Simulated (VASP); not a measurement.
Band structure of Ge (diamond). Method: MS2 meta-GGA, VASP's PBE PAW potentials (set 64) (plane waves; VASP).

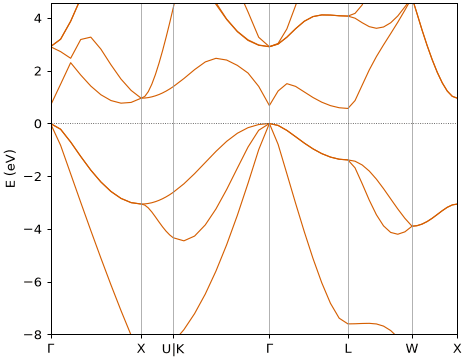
*Bands along high-symmetry lines, zero at the valence-band maximum or, without a gap, the Fermi level*

Task: Read the plot: is there a gap, and where are the band edges?

Result: The gap is indirect, 0.57 eV, from the valence maximum at Γ to the conduction minimum at L.

Measured: gap 0.79 eV (computed value off by -0.22 eV), as given by Anna Miglio et al., npj Computational Materials (2020), arXiv:2011.12765 [measured zero-point renormalisation of 52 meV added back].

The compound is Ge in the diamond structure. It was relaxed first.
